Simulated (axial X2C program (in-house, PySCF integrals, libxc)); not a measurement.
**All-electron X2C curves of MnN⁺**

What are the state, bond length, wavenumber and bond energy of MnN⁺, and what does spin–orbit coupling change?

The runs use an in-house X2C program for linear molecules on PySCF integrals; all-electron X2C, Mn dyall-cv3z, N dyall-av3z.

All values are calculated.

### Step 1. The job

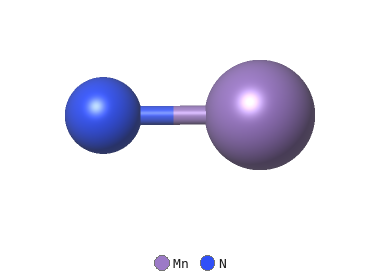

The two atoms at 1.650 Å (manganese light purple, nitrogen blue).

Contents of task.json:

```json
{"zs": [25, 7], "q": 1, "bas": ["dyall-cv3z", "dyall-av3z"], "levels": ["PBE0", "HF", "PBE50"], "cc": true, "r0": 1.65, "thr": -2.0, "nmax": 90, "npts": 10, "nst": 2, "ntry": 6}
```

Keys: zs atomic numbers; q charge; bas basis sets; levels methods (HF also brings MP2); cc coupled cluster on or off; r0 starting distance in Å; thr threshold in hartree for freezing inner shells (an s shell follows its p shell); nmax most natural virtual spinors; npts points asked for on the curve; nst determinants followed; ntry starts of the search.

Command:

```console
> python so2c.py task.json out
```

Spin-free means the one-electron spin-free X2C Hamiltonian; two-component (2c) means X2C with spin–orbit coupling and atomic mean-field two-electron Coulomb and Gaunt terms. Basis: Mn dyall-cv3z contracted to [9s10p6d3f2g], N dyall-av3z contracted to [7s7p3d2f]; Gaussian nuclei, density fitting. Masses: Mn 54.938 u, N 14.003 u.

Notation: σ, π±, δ± give the projection m of an orbital's angular momentum (0, ±1, ±2), α and β its spin, Λ and M_S the sums; ω is the projection of a spinor's total angular momentum and Ω the sum. Logs are in hartree.

The results follow Hamiltonian by Hamiltonian and level by level.

### Step 2. Which state to follow

PBE0 moves the distance from 1.650 Å to 1.775 Å and compares determinants there.

Spin-free determinants:

```tsv
ΔE (eV)	state	open shells
0.00	M_S = 3/2, Λ = 0	beyond closed shells: σα, δ+α, δ-α
1.34	M_S = 3/2, Λ = 1	beyond closed shells: π+α, δ+α, δ-α
1.42	M_S = 1/2, Λ = 0	beyond closed shells: σβ, δ+α, δ-α
1.90	M_S = 1/2, Λ = 1	beyond closed shells: π+β, δ+α, δ-α
1.92	M_S = 1/2, Λ = 2	beyond closed shells: δ+α, δ+β, δ-α
2.18	M_S = 5/2, Λ = 0	beyond closed shells: σα, π+α, π+β, 2 × π-α, δ+α, δ-α
2.18	M_S = 5/2, Λ = 2	beyond closed shells: σα, 2 × π+α, π+β, π-α, δ+α, δ-α
```

Two-component determinants:

```
ΔE (eV)    state                                        open shells
   0.00  Ω = 3/2   excess of +ω over −ω: ω = 1/2, ω = -3/2, ω = 5/2
   1.33  Ω = 1/2  excess of +ω over −ω: ω = -1/2, ω = -3/2, ω = 5/2
   1.35  Ω = 5/2                      excess of +ω over −ω: ω = 5/2
   1.92  Ω = 1/2        excess of +ω over −ω: 2 × ω = 3/2, ω = -5/2
   1.95  Ω = 3/2                      excess of +ω over −ω: ω = 3/2
   2.16  Ω = 5/2                      excess of +ω over −ω: ω = 5/2
   2.18  Ω = 9/2    excess of +ω over −ω: ω = 1/2, ω = 3/2, ω = 5/2
```

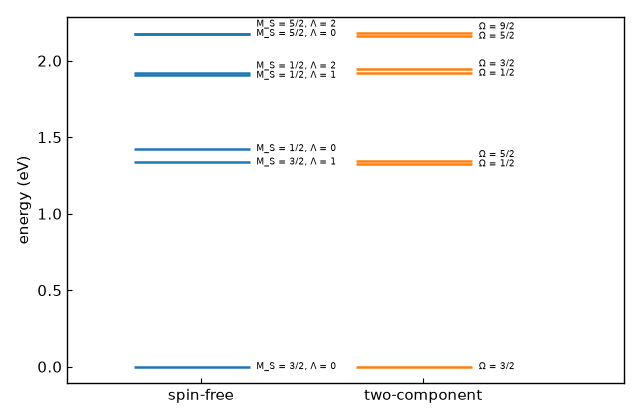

The determinants found, each set from its own lowest.

### Step 3. PBE0, spin-free

State followed: M_S = 3/2, Λ = 0 (beyond closed shells: σα, δ+α, δ-α). The scan is laid around 1.775 Å, a first estimate of the minimum, and this SCF restarts from the orbitals of the search.

The SCF at the reference distance of 1.775 Å:

```text
spin-free X2C-1e  PBE0
basis functions 165  fitting functions 888  grid points 5075
iter        total energy     max residual
   1      -1212.733982358     6.18e-05
   2      -1212.733982392     9.37e-05
   3      -1212.733982419     5.01e-05
   4      -1212.733982446     2.30e-05
   5      -1212.733982453     1.19e-05
converged
one-electron -1764.69527358  Coulomb 558.76809544  exact exchange -14.44091587  xc functional -44.53828952  nuclear repulsion 52.17240108
```

Along the bond, energies from the lowest point:

```
R (Å)  E (eV)  μ (D)  HOMO (eV)  LUMO (eV)  iterations
1.544  0.3694  -3.29     -13.57     -10.01          33
1.615  0.1614  -3.48     -13.60      -9.78          25
1.669  0.0663  -3.59     -13.60      -9.61          24
1.722  0.0147  -3.68     -13.58      -9.44          22
1.775  0.0000  -3.73     -13.56      -9.28           5
1.837  0.0207  -3.75     -13.51      -9.13          23
1.899  0.0730  -3.72     -13.46      -9.20          23
1.979  0.1719  -3.62     -13.39      -9.25          23
2.077  0.3202  -3.43     -13.32      -9.26          23
2.219  0.5500  -3.07     -13.22      -9.20          23
```

Dipoles are positive if N is the positive end and refer to the centre of mass.

Outer orbitals at the reference distance:

```csv
symmetry,occupied,ε (eV),atomic character
σβ,yes,-28.88,"76% N s, 9% Mn d, 8% Mn p"
σα,yes,-25.38,"69% N s, 15% Mn d, 8% Mn p"
δ+α,yes,-18.13,100% Mn d
δ-α,yes,-18.13,100% Mn d
π+α,yes,-18.11,"94% Mn d, 4% N p"
π-α,yes,-18.11,"94% Mn d, 4% N p"
σα,yes,-17.70,"77% Mn d, 10% N p, 9% N s"
π+β,yes,-16.32,"84% N p, 12% Mn d, 2% Mn p"
π-β,yes,-16.32,"84% N p, 12% Mn d, 2% Mn p"
σβ,yes,-16.00,"76% N p, 15% Mn d, 5% N s"
σα,yes,-13.56,"57% N p, 31% Mn s, 6% Mn d"
π+α,no,-9.28,"72% N p, 22% Mn p, 5% Mn d"
π-α,no,-9.28,"72% N p, 22% Mn p, 5% Mn d"
σα,no,-9.05,"34% Mn p, 29% Mn s, 26% N p"
σβ,no,-8.97,"40% Mn s, 40% Mn d, 11% N p"
```

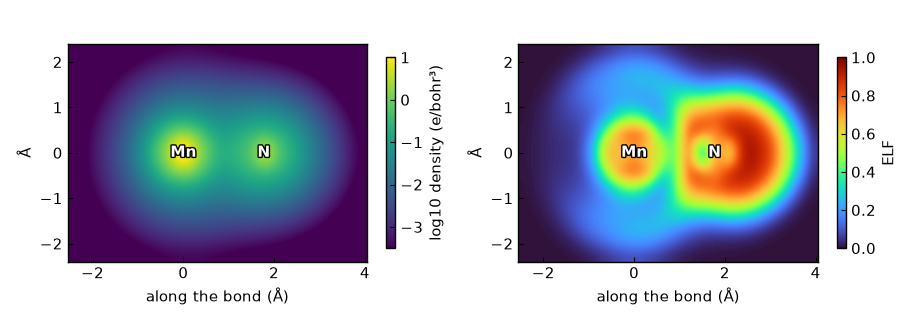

PBE0 fields in a plane through the axis, from a grid of 0.3 Å; Mn lies at z = 0 and N at z = 1.775 Å; the ELF is damped to zero where the density is low.

Re = 1.772 Å, ωe = 513 cm⁻¹, ωexe = 4.36 cm⁻¹, Be = 0.4809 cm⁻¹, De = 1.63 eV, μ = -3.73 D. ⟨S²⟩ = 5.39 against 3.75 for a pure state, so this determinant mixes spins.

### Step 4. HF, spin-free

Output at 1.775 Å:

```text
spin-free X2C-1e  HF
basis functions 165  fitting functions 888  grid points 5075
iter        total energy     max residual
   1      -1211.518440526     2.05e-01
   2      -1211.565633010     1.91e-02
   3      -1211.575299534     3.86e-02
   4      -1211.577463722     8.68e-03
   5      -1211.578505871     8.27e-03
   6      -1211.580487987     1.73e-02
   7      -1211.581433767     1.27e-02
   8      -1211.581981702     2.33e-03
   9      -1211.582101527     1.80e-03
  10      -1211.582110421     7.04e-04
  11      -1211.582112509     9.54e-05
  12      -1211.582112702     7.14e-05
  13      -1211.582112737     1.98e-05
  14      -1211.582112741     5.67e-06
  15      -1211.582112742     3.14e-06
  16      -1211.582112742     9.11e-07
converged
one-electron -1764.33428586  Coulomb 558.57517109  exact exchange -57.99539904  xc functional 0.00000000  nuclear repulsion 52.17240108
```

No constants are quoted: the lowest point is the long end of the scan.

### Step 5. PBE50, spin-free

Output at 1.775 Å:

```text
spin-free X2C-1e  PBE50
basis functions 165  fitting functions 888  grid points 5075
iter        total energy     max residual
   1      -1212.743595234     6.82e-02
   2      -1212.750400947     9.26e-03
   3      -1212.750872150     1.85e-02
   4      -1212.751692161     3.18e-03
   5      -1212.751745528     1.81e-03
   6      -1212.751782525     7.14e-04
   7      -1212.751796517     2.34e-04
   8      -1212.751800108     1.27e-04
   9      -1212.751800467     3.97e-05
  10      -1212.751800498     1.60e-05
  11      -1212.751800501     4.58e-06
converged
one-electron -1764.83582507  Coulomb 558.98582547  exact exchange -28.94020705  xc functional -30.13399494  nuclear repulsion 52.17240108
```

Re = 1.892 Å, ωe = 456 cm⁻¹, ωexe = 7.95 cm⁻¹, Be = 0.4218 cm⁻¹, De = 1.01 eV, μ = -4.01 D. ⟨S²⟩ = 5.81 against 3.75 for a pure state, so this determinant mixes spins.

### Step 6. MP2 and beyond, spin-free

Correlated methods: 11 electrons correlated (frozen shells, counted by type: Mn 3 s, 2 p; N 1 s), 263 virtual spinors in MP2, 89 natural virtuals in coupled cluster.

Output of the correlated part at 1.775 Å:

```text
correlated 11  virtual 263  natural virtual 89  E(MP2) -0.234998165  MP2 remainder -0.009986278
iter   CCSD correlation   residual
   1     -0.240724626   1.08e-01
   2     -0.249911746   6.66e-02
   3     -0.256960526   4.57e-02
   4     -0.260319086   2.54e-02
   5     -0.261311466   1.05e-02
   6     -0.261573787   5.38e-03
   7     -0.261650335   3.06e-03
   8     -0.261645356   1.67e-03
   9     -0.261688104   7.84e-04
  10     -0.261684813   3.24e-04
  11     -0.261685341   1.37e-04
  12     -0.261686751   6.81e-05
  13     -0.261688747   3.30e-05
  14     -0.261690288   1.40e-05
  15     -0.261690672   6.17e-06
  16     -0.261690753   3.08e-06
  17     -0.261690701   1.54e-06
  18     -0.261690652   7.04e-07
  19     -0.261690651   3.24e-07
(T) -0.009588537  T1 0.0852  D1 0.2262  max T2 0.068
```

T1 in the output is the amplitude norm over the root of the electron number; divide by √2 for the Lee–Taylor value.

MP2: No constants are quoted: the reference is strongly spin-contaminated.

CCSD: No constants are quoted: too few points lie around the minimum for a second fit to confirm the first.

CCSD(T): No constants are quoted: too few points lie around the minimum for a second fit to confirm the first.

### Step 7. A higher determinant, spin-free

State: M_S = 3/2, Λ = 1 (beyond closed shells: π+α, δ+α, δ-α).

Output at the reference distance:

```text
spin-free X2C-1e  PBE0
basis functions 165  fitting functions 888  grid points 5075
iter        total energy     max residual
   1      -1212.684838003     8.37e-05
   2      -1212.684838092     7.45e-05
   3      -1212.684838124     6.13e-05
   4      -1212.684838148     3.33e-05
   5      -1212.684838156     1.03e-05
converged
one-electron -1765.35336693  Coulomb 559.48182672  exact exchange -14.43962716  xc functional -44.54607186  nuclear repulsion 52.17240108
```

```
R (Å)  E above the lowest PBE0 point (eV)
1.544                               1.117
1.615                               1.090
1.669                               1.133
1.722                               1.218
1.775                               1.337
1.837                               1.512
1.899                               1.718
1.979                               2.015
2.077                               2.410
```

Re = 1.597 Å, ωe = 698 cm⁻¹, Be = 0.5926 cm⁻¹, μ = -4.35 D. ⟨S²⟩ = 4.59 against 3.75 for a pure state, so this determinant mixes spins. Te = 1.09 eV.

### Step 8. The spin-free curves together

Energy (eV) of the followed determinant, spin-free, from each level's lowest point:

```
R (Å)   PBE0     HF  MP2 (spin-contaminated)   CCSD  CCSD(T)  PBE50
1.544  0.369  3.069                    1.063    n/a      n/a  0.966
1.615  0.161  2.245                    0.640  0.421    0.294  0.549
1.669  0.066  1.763                    0.428  0.259    0.166  0.328
1.722  0.015  1.374                    0.288  0.143    0.079  0.174
1.775  0.000  1.059                    0.193  0.066    0.026  0.074
1.837  0.021  0.766                    0.115  0.017    0.000  0.014
1.899  0.073  0.539                    0.062  0.000    0.003  0.000
1.979  0.172  0.324                    0.020  0.011    0.036  0.027
2.077  0.320  0.146                    0.000    n/a      n/a  0.099
2.219  0.550  0.000                    0.014    n/a      n/a  0.234
```

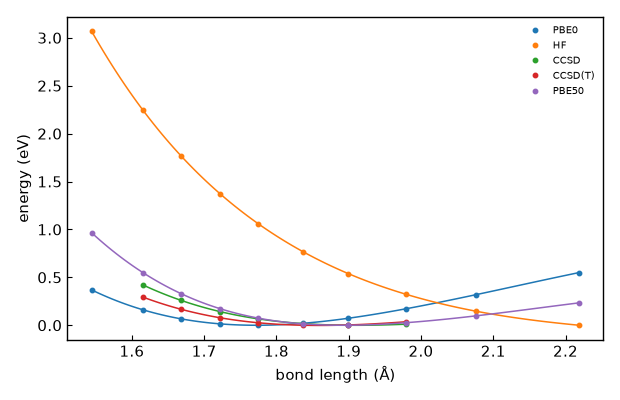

Curves of the followed state, spin-free, each from its own lowest point. Left out: MP2.

### Step 9. PBE0, 2c

State followed: Ω = 3/2 (excess of +ω over −ω: ω = 1/2, ω = -3/2, ω = 5/2). The scan is laid around 1.775 Å, a first estimate of the minimum, and this SCF restarts from the orbitals of the search.

The SCF at the reference distance of 1.775 Å:

```text
two-component X2C + atomic mean field  PBE0
basis functions 165  fitting functions 888  grid points 5075
iter        total energy     max residual
   1      -1212.439692465     7.96e-05
   2      -1212.439692471     9.89e-06
converged
one-electron -1763.96710572  Coulomb 558.62425699  exact exchange -14.43739032  xc functional -44.52750082  nuclear repulsion 52.17240108  atomic mean-field constant -0.30435367
```

Along the bond, energies from the lowest point:

| R (Å) | E (eV) | μ (D) | HOMO (eV) | LUMO (eV) | iterations |
| --- | --- | --- | --- | --- | --- |
| 1.544 | 0.3697 | -3.29 | -13.57 | -10.02 | 34 |
| 1.615 | 0.1617 | -3.48 | -13.60 | -9.79 | 28 |
| 1.669 | 0.0665 | -3.59 | -13.60 | -9.62 | 26 |
| 1.722 | 0.0148 | -3.68 | -13.58 | -9.45 | 25 |
| 1.775 | 0.0000 | -3.73 | -13.55 | -9.29 | 2 |
| 1.837 | 0.0206 | -3.75 | -13.51 | -9.13 | 24 |
| 1.899 | 0.0728 | -3.72 | -13.46 | -9.19 | 25 |
| 1.979 | 0.1716 | -3.62 | -13.39 | -9.24 | 24 |
| 2.077 | 0.3198 | -3.43 | -13.31 | -9.26 | 24 |
| 2.219 | 0.5497 | -3.07 | -13.22 | -9.19 | 25 |

Dipoles are positive if N is the positive end and refer to the centre of mass.

Outer spinors at the reference distance:

| ω | occupied | ε (eV) | atomic character | λ mixture |
| --- | --- | --- | --- | --- |
| -1/2 | yes | -28.87 | 76% N s, 9% Mn d, 8% Mn p | 100% σ |
| 1/2 | yes | -25.38 | 69% N s, 15% Mn d, 8% Mn p | 100% σ |
| -3/2 | yes | -18.17 | 100% Mn d | 100% δ |
| -1/2 | yes | -18.13 | 94% Mn d, 4% N p | 100% π |
| 3/2 | yes | -18.09 | 94% Mn d, 4% N p | 100% π |
| 5/2 | yes | -18.09 | 100% Mn d | 100% δ |
| 1/2 | yes | -17.70 | 77% Mn d, 10% N p, 9% N s | 100% σ |
| 1/2 | yes | -16.33 | 84% N p, 12% Mn d, 2% Mn p | 100% π |
| -3/2 | yes | -16.32 | 84% N p, 12% Mn d, 2% Mn p | 100% π |
| -1/2 | yes | -16.00 | 76% N p, 15% Mn d, 5% N s | 100% σ |
| 1/2 | yes | -13.55 | 57% N p, 31% Mn s, 6% Mn d | 100% σ |
| -1/2 | no | -9.29 | 72% N p, 22% Mn p, 5% Mn d | 100% π |
| 3/2 | no | -9.27 | 72% N p, 21% Mn p, 5% Mn d | 100% π |
| 1/2 | no | -9.04 | 34% Mn p, 29% Mn s, 26% N p | 100% σ |
| -1/2 | no | -8.97 | 40% Mn s, 40% Mn d, 11% N p | 100% σ |

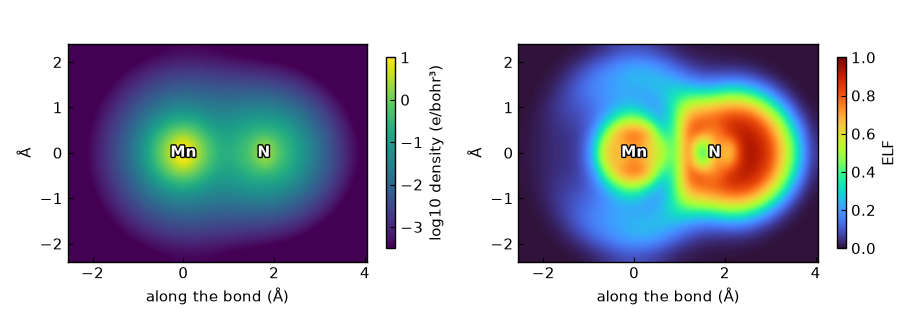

PBE0 fields in a plane through the axis, from a grid of 0.3 Å; Mn lies at z = 0 and N at z = 1.775 Å; the ELF is damped to zero where the density is low.

Re = 1.772 Å, ωe = 513 cm⁻¹, ωexe = 4.36 cm⁻¹, Be = 0.4808 cm⁻¹, De = 1.63 eV, μ = -3.73 D.

### Step 10. HF, 2c

Output at 1.775 Å:

```text
two-component X2C + atomic mean field  HF
basis functions 165  fitting functions 888  grid points 5075
iter        total energy     max residual
   1      -1211.224362619     2.05e-01
   2      -1211.271580735     1.91e-02
   3      -1211.281257479     3.87e-02
   4      -1211.283430555     8.68e-03
   5      -1211.284474193     8.28e-03
   6      -1211.286458550     1.72e-02
   7      -1211.287407058     1.27e-02
   8      -1211.287956152     2.27e-03
   9      -1211.288076435     1.80e-03
  10      -1211.288085356     7.04e-04
  11      -1211.288087458     9.61e-05
  12      -1211.288087656     7.26e-05
  13      -1211.288087695     2.08e-05
  14      -1211.288087700     7.86e-06
  15      -1211.288087702     5.62e-06
  16      -1211.288087703     3.52e-06
  17      -1211.288087703     2.06e-06
converged
one-electron -1763.60397293  Coulomb 558.42929994  exact exchange -57.98146213  xc functional 0.00000000  nuclear repulsion 52.17240108  atomic mean-field constant -0.30435367
```

No constants are quoted: the lowest point is the long end of the scan.

### Step 11. PBE50, 2c

The SCF at the reference distance of 1.775 Å:

```text
two-component X2C + atomic mean field  PBE50
basis functions 165  fitting functions 888  grid points 5075
iter        total energy     max residual
   1      -1212.449400193     6.81e-02
   2      -1212.456208826     9.31e-03
   3      -1212.456679415     1.85e-02
   4      -1212.457503233     3.18e-03
   5      -1212.457556781     1.82e-03
   6      -1212.457594042     7.19e-04
   7      -1212.457608144     2.33e-04
   8      -1212.457611747     1.28e-04
   9      -1212.457612109     3.97e-05
  10      -1212.457612141     1.60e-05
  11      -1212.457612144     4.57e-06
converged
one-electron -1764.10754761  Coulomb 558.84196830  exact exchange -28.93321808  xc functional -30.12686217  nuclear repulsion 52.17240108  atomic mean-field constant -0.30435367
```

Re = 1.893 Å, ωe = 456 cm⁻¹, ωexe = 7.95 cm⁻¹, Be = 0.4217 cm⁻¹, De = 1.01 eV, μ = -4.01 D.

### Step 12. Correlated methods, 2c

Correlated methods: 11 electrons correlated (frozen shells, counted by type: Mn 3 s, 2 p; N 1 s), 263 virtual spinors in MP2, 90 natural virtuals in coupled cluster.

Output of the correlated part at 1.775 Å:

```text
correlated 11  virtual 263  natural virtual 90  E(MP2) -0.234973054  MP2 remainder -0.009635258
iter   CCSD correlation   residual
   1     -0.241089151   1.08e-01
   2     -0.250280856   6.67e-02
   3     -0.257334085   4.57e-02
   4     -0.260694687   2.54e-02
   5     -0.261689628   1.05e-02
   6     -0.261953586   5.40e-03
   7     -0.262031433   3.07e-03
   8     -0.262026284   1.67e-03
   9     -0.262069400   7.87e-04
  10     -0.262066152   3.26e-04
  11     -0.262066682   1.37e-04
  12     -0.262068101   6.84e-05
  13     -0.262070078   3.32e-05
  14     -0.262071622   1.41e-05
  15     -0.262072007   6.20e-06
  16     -0.262072087   3.08e-06
  17     -0.262072034   1.54e-06
  18     -0.262071985   7.07e-07
  19     -0.262071984   3.27e-07
(T) -0.009606548  T1 0.0852  D1 0.2261  max T2 0.068
```

MP2: No constants are quoted: the reference is strongly spin-contaminated.

CCSD: No constants are quoted: too few points lie around the minimum for a second fit to confirm the first.

CCSD(T): No constants are quoted: too few points lie around the minimum for a second fit to confirm the first.

### Step 13. A higher determinant, 2c

State: Ω = 1/2 (excess of +ω over −ω: ω = -1/2, ω = -3/2, ω = 5/2).

Output at the reference distance:

```text
two-component X2C + atomic mean field  PBE0
basis functions 165  fitting functions 888  grid points 5075
iter        total energy     max residual
   1      -1212.390994791     4.05e-05
   2      -1212.390994804     1.30e-05
   3      -1212.390994810     2.40e-05
   4      -1212.390994811     1.71e-05
converged
one-electron -1764.62511811  Coulomb 559.33731351  exact exchange -14.43602787  xc functional -44.53520975  nuclear repulsion 52.17240108  atomic mean-field constant -0.30435367
```

| R (Å) | E above the lowest PBE0 point (eV) |
| --- | --- |
| 1.544 | 1.099 |
| 1.615 | 1.075 |
| 1.669 | 1.119 |
| 1.722 | 1.205 |
| 1.775 | 1.325 |
| 1.837 | 1.501 |
| 1.899 | 1.708 |
| 1.979 | 2.005 |
| 2.077 | 2.400 |

Re = 1.595 Å, ωe = 698 cm⁻¹, Be = 0.5937 cm⁻¹, μ = -4.34 D. Te = 1.07 eV.

### Step 14. The 2c curves together

Energy (eV) of the followed determinant, 2c, from each level's lowest point:

| R (Å) | PBE0 | HF | MP2 (spin-contaminated) | CCSD | CCSD(T) | PBE50 |
| --- | --- | --- | --- | --- | --- | --- |
| 1.544 | 0.370 | 3.072 | 1.065 | n/a | n/a | 0.967 |
| 1.615 | 0.162 | 2.247 | 0.642 | 0.424 | 0.293 | 0.550 |
| 1.669 | 0.066 | 1.766 | 0.430 | 0.262 | 0.166 | 0.329 |
| 1.722 | 0.015 | 1.376 | 0.289 | 0.147 | 0.079 | 0.174 |
| 1.775 | 0.000 | 1.060 | 0.194 | 0.070 | 0.026 | 0.075 |
| 1.837 | 0.021 | 0.768 | 0.116 | 0.020 | 0.000 | 0.015 |
| 1.899 | 0.073 | 0.540 | 0.062 | 0.000 | 0.000 | 0.000 |
| 1.979 | 0.172 | 0.324 | 0.020 | 0.010 | 0.032 | 0.026 |
| 2.077 | 0.320 | 0.146 | 0.000 | n/a | n/a | 0.098 |
| 2.219 | 0.550 | 0.000 | 0.013 | n/a | n/a | 0.233 |

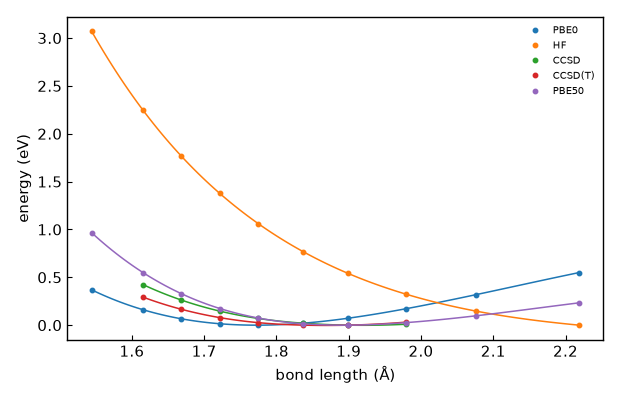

Curves of the followed state, 2c, each from its own lowest point. Left out: MP2.

Time for the job: 2.3 min (1 thread of Arm Neoverse V2, shared host); peak memory 0.68 GiB.

### Step 15. What came out

Lowest determinant that the search found at its distance, spin-free: M_S = 3/2, Λ = 0 (beyond closed shells: σα, δ+α, δ-α).

Lowest determinant that the search found at its distance, 2c: Ω = 3/2 (excess of +ω over −ω: ω = 1/2, ω = -3/2, ω = 5/2).

| Hamiltonian | level | Re (Å) | ωe (cm⁻¹) | De (eV) | μ (D) |
| --- | --- | --- | --- | --- | --- |
| spin-free | PBE0 | 1.772 | 513 | 1.63 | -3.73 |
| spin-free | PBE50 | 1.892 | 456 | 1.01 | -4.01 |
| 2c | PBE0 | 1.772 | 513 | 1.63 | -3.73 |
| 2c | PBE50 | 1.893 | 456 | 1.01 | -4.01 |

Dipoles are positive if N is the positive end and refer to the centre of mass. No constants: spin-free HF (the lowest point is the long end of the scan); spin-free MP2 (the reference is strongly spin-contaminated); spin-free CCSD (too few points lie around the minimum for a second fit to confirm the first); spin-free CCSD(T) (too few points lie around the minimum for a second fit to confirm the first); 2c HF (the lowest point is the long end of the scan); 2c MP2 (the reference is strongly spin-contaminated); 2c CCSD (too few points lie around the minimum for a second fit to confirm the first); 2c CCSD(T) (too few points lie around the minimum for a second fit to confirm the first). Spin-free ⟨S²⟩ is off its pure value at PBE0 5.39, PBE50 5.81.

Time per point (s) on 1 thread of Arm Neoverse V2, shared host (2c runs); the times are rough: PBE0 0.7, PBE50 0.69.

What this shows: At PBE0, going from spin-free to two-component changes Re by 0 mÅ, ωe by 0.0 %, which is small (part of it comes from the scalar share of the two-electron terms). De moves by 0.00 eV; both De rest on single-determinant atoms, which can miss part of an open shell's spin–orbit lowering.

De refers to Mn+ + N, each in the lowest determinant found, which need not be this curve's own limit. Each curve is one determinant whose occupation by symmetry is held fixed; it was picked as the lowest of a PBE0 search that is not exhaustive. Dissociation energies refer to the lowest single-determinant-based atoms at the same level and basis. Density functionals use the spin component along the axis (collinear). With several unpaired electrons one determinant need not be a pure state. The spin-free determinant is spin-contaminated at some levels.
